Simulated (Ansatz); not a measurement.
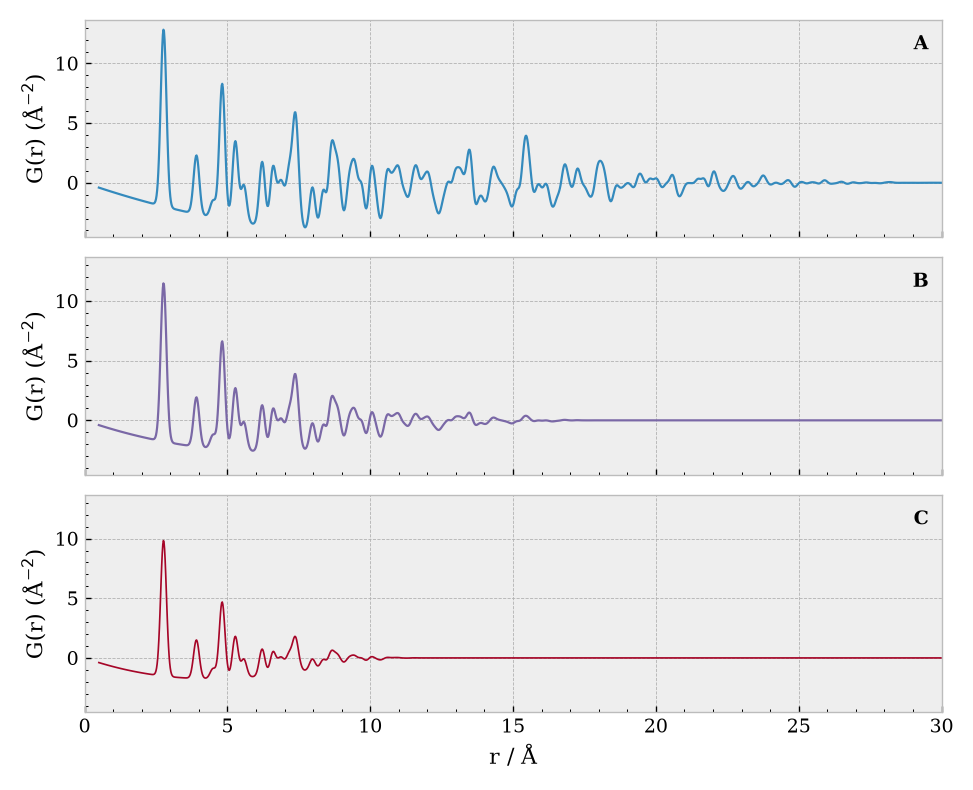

The curve is a calculated X-ray PDF: distances of the static structure, each pair weighted by the product of the atomic numbers (X-ray weights at Q = 0), broadened by Gaussians with σ = 0.10 Å, for spherical particles of Re with the bulk structure: the bulk G(r) is multiplied by the envelope of a sphere of diameter D, 1 − 3r/2D + r³/2D³, with no surface relaxation. The number density is 0.0662 atoms per Å³. Structure used: the input geometry of an electronic-structure calculation (not necessarily at equilibrium).

Q: The diameters are 12, 18 and 30 Å. Which curve belongs to which?

A: curve A: 30 Å; curve B: 18 Å; curve C: 12 Å. The smaller the particle, the sooner the oscillations die out.
